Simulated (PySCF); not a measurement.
**C₃H₅AlN₂ (SMILES N#CCC#[N+][AlH3-]): density, localisation and related maps**

```xyz
11

N    -3.6434    0.5905    0.7847
C    -2.7290    0.0374    0.3901
C    -1.5767   -0.6850   -0.1212
C    -0.3614    0.0033    0.2001
N     0.5954    0.5736    0.4686
Al    2.5888    0.5228    0.2645
H    -1.5527   -1.6875    0.3232
H    -1.6619   -0.7771   -1.2108
H     3.1099    1.8367    0.9124
H     2.7233   -0.8330    1.0534
H     2.5130    0.4208   -1.3061
```

Geometry: GFN2-xTB.

The calculation used B3LYP/def2-SVPD, SCF density, gas phase (PySCF).

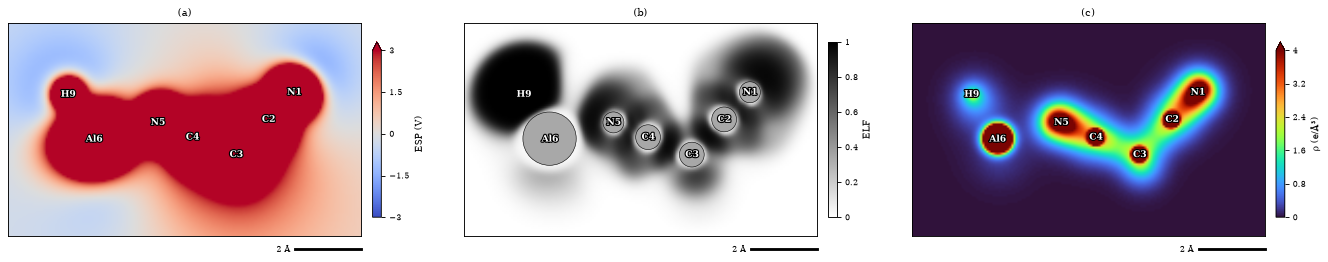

Figure 1. (a) electrostatic potential; (b) electron localisation function; (c) electron density on the plane of atoms N5, Al6 and H9. Grey discs cover the atomic cores in the ELF map.

Question: What does the map show?

Answer: Atoms in the plane: N, C, Al and H. C–N (1.14 Å): ρ at the midpoint is about 3.6 e/Å³; the ELF peaks at about 0.85 between the atoms (a multiple bond). C–C (1.43 Å): ρ at the midpoint is about 1.9 e/Å³; the ELF peaks at about 0.95 between the atoms, as expected for a covalent bond. Al–N (2.00 Å): the density is about 0.43 e/Å³ at the midpoint; the ELF peaks at about 0.95 in the valence shell of N, 0.7 Å from its nucleus, and is about 0.55 at the midpoint. Al–H (1.55 Å): the density is about 0.55 e/Å³ at the midpoint; the ELF climbs to about 1 towards the hydrogen. The ELF also peaks beside N1, away from the bonds: lone-pair regions. Outside the dense part of the molecule the potential is most negative (−1.3 V) near N1.

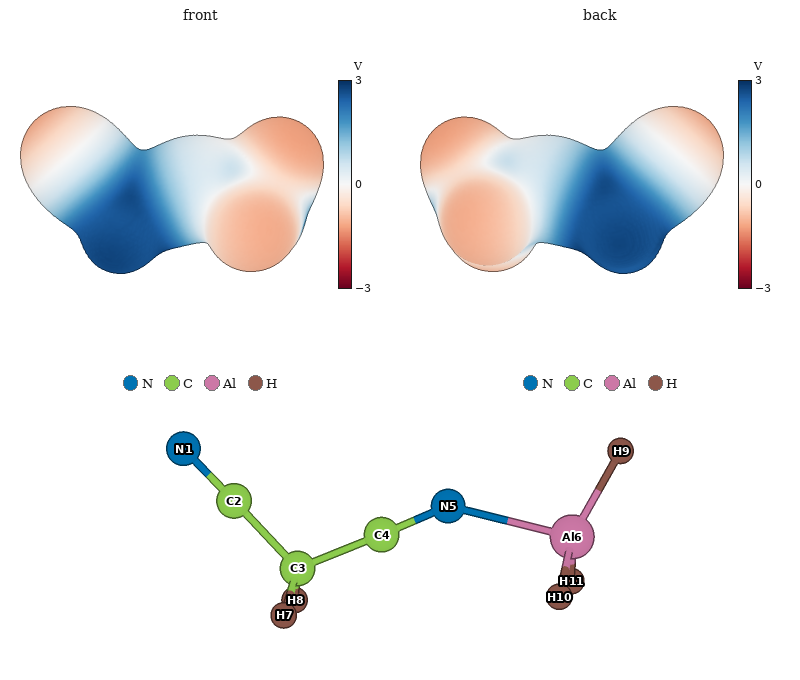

Figure 2. The molecular electrostatic potential painted on the density surface at 0.002 e/bohr³, seen from the front and from behind; red is negative and blue positive. The bare structure is drawn below in the same view.

Question: Describe the electrostatic potential map.

Answer: The most negative region (about −1.2 V) lies over H9, the most positive (about +2.8 V) over C3, C4, H7 and H8.

Question: How polar is the molecule by this calculation?

Answer: Its dipole moment is 5.47 D.
